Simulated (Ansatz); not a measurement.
Cl$_{3}$F$_{2}$HMoO···HCl

Input file:

```
crystal:
  periodic: [false, false, false]
  atoms:
    - { symbol: Mo, position_ang: [-0.021329, -0.184323, -0.318246] }
    - { symbol: Cl, position_ang: [0.06252, 0.021509, 3.191954] }
    - { symbol: Cl, position_ang: [2.866263, -0.480756, -0.235442] }
    - { symbol: Cl, position_ang: [-0.322459, 2.844073, 0.598344] }
    - { symbol: Cl, position_ang: [-2.328973, 0.010293, -0.30211] }
    - { symbol: F, position_ang: [0.048544, -1.773802, 0.538017] }
    - { symbol: F, position_ang: [0.290296, 0.312085, -2.044118] }
    - { symbol: O, position_ang: [0.556062, 1.429122, 0.457646] }
    - { symbol: H, position_ang: [3.01399, 0.740063, 0.117487] }
    - { symbol: H, position_ang: [0.412787, 1.176435, 2.655268] }
basis:
  gaussian: { orbitals: def2-SVP }
hamiltonian:
  xc: hf
relax:
  f_tol: 0.03
  max_steps: 50
output:
  orbitals: {}
```

Launched as:

```sh
ansatz run input.yaml --threads 4 --pin off --max-ram 5120MiB --backend cpu --events-out ev --progress --plain --runs-dir out
```

The fields are those of the run's last geometry, not of the input's.

Core potentials replace the inner electrons of Mo.

These are results of RHF/def2-SVP in Ansatz 0.2.0, not measurements.

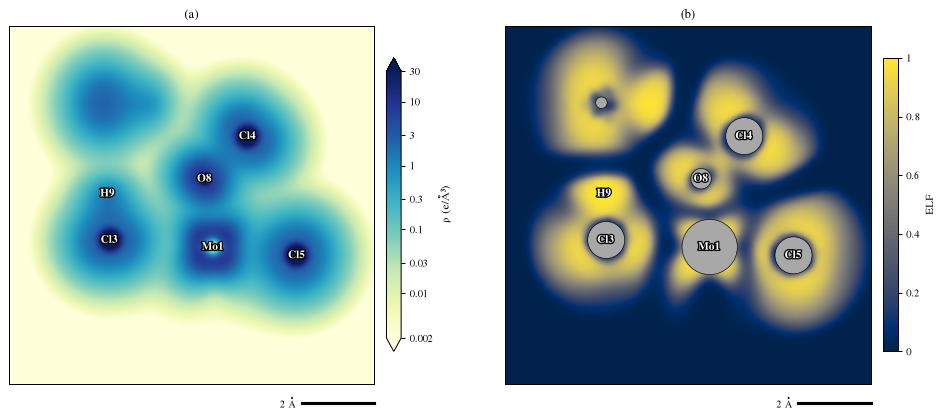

Figure 1. (a) electron density; (b) ELF on the plane of atoms Mo1, O8 and Cl4. Grey discs cover the atomic cores in the ELF map.

**What do the fields say about this system?**

The section cuts through Mo, Cl, O and H sites.
Cl–O (1.67 Å): the density is about 1.4 e/Å³ at the midpoint; the ELF peaks at about 0.80 between the atoms: a shared electron pair.
Mo–O (1.89 Å): the density is about 1 e/Å³ at the midpoint; the ELF peaks at about 0.85 in the valence shell of O, 0.5 Å from its nucleus, and is about 0.20 at the midpoint.
Mo–Cl (2.32 Å): ρ is about 0.59 e/Å³ halfway; the ELF peaks at about 0.85 in the valence shell of Cl, 0.8 Å from its nucleus, and is about 0.35 at the midpoint.
Cl–H (1.29 Å): ρ at the midpoint is about 1.9 e/Å³; the ELF climbs to about 1 towards the hydrogen, as it does in any bond to H.
The ELF also peaks beside Cl4 and Cl2, away from the bonds: lone-pair regions.

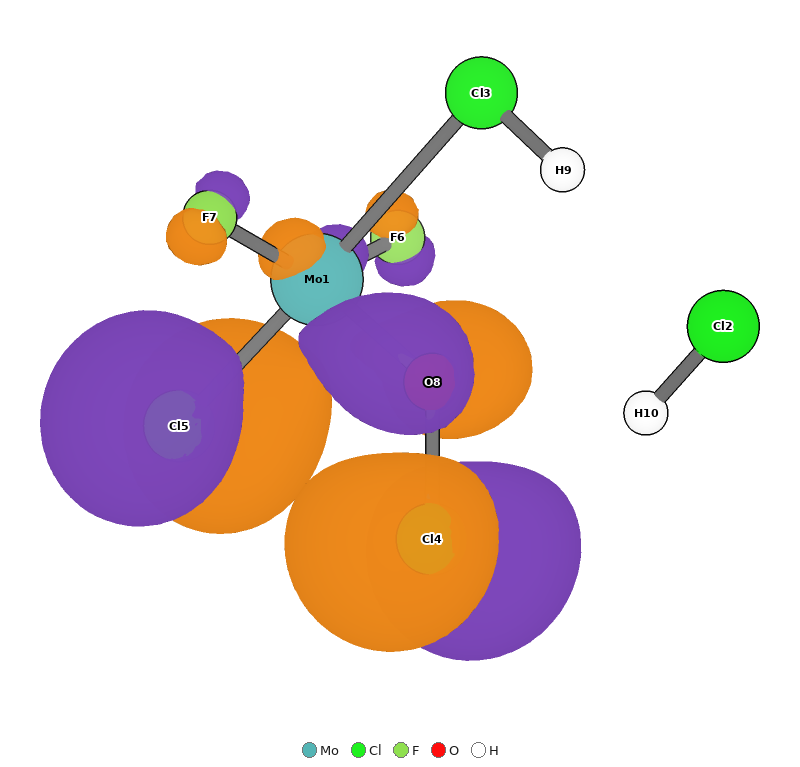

Figure 2. The HOMO−1 at ±0.08 Å⁻³ᐟ² (orange and purple are the two phases), seen at a tilt.

**What is the character of this orbital?**

It lies mainly on Cl4 (about 45 %), Cl5 (about 35 %) and O8 (about 15 %). Its energy is −12.36 eV.

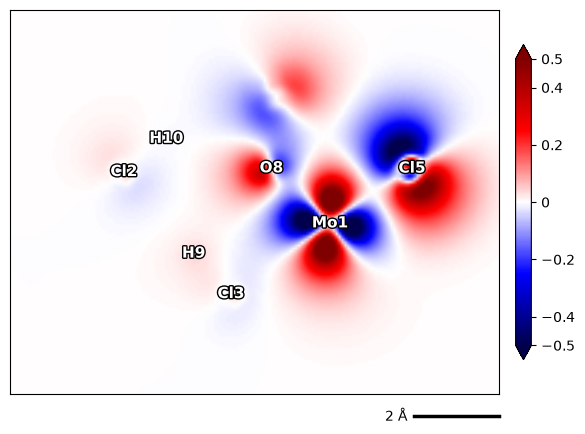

Figure 3. The HOMO on the plane of atoms Mo1, Cl3 and H9 (values in Å⁻³ᐟ²; the overall sign is arbitrary).

**What is the character of this orbital?**

By Hirshfeld shares it lies mainly on Cl5 (about 45 %) and Mo1 (about 40 %). Its energy is −10.96 eV.
